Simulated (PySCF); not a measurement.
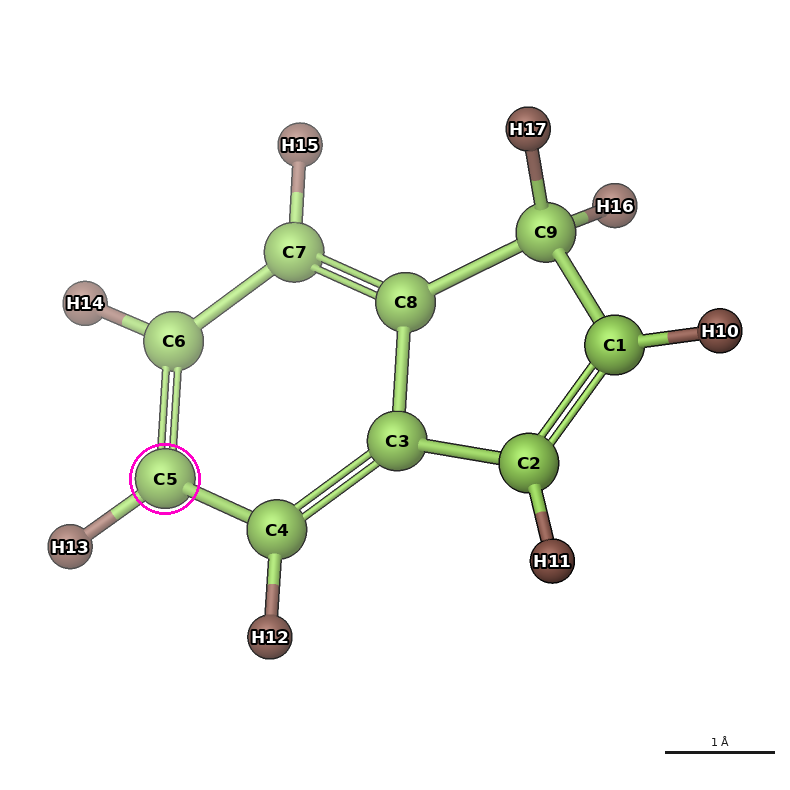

Orthographic view. Distant atoms are faded towards the background colour. The computed structure is the end point of a PBE0-D3(BJ)/def2-SVP optimisation. No frequency run is at hand to confirm it as a minimum.

> Name the neighbours of the circled atom.

The circled atom is C5; it is bonded to C4, C6, H13.

> What is the shortest path along bonds from the circled atom to H15?

C5–C6–C7–H15, 3 bonds; through space the two are 3.42 Å apart.

> Of C9 and H16, which is nearer the viewer?

C9; the bond to H16 points away from the viewer, so it looks shorter than its 1.11 Å.
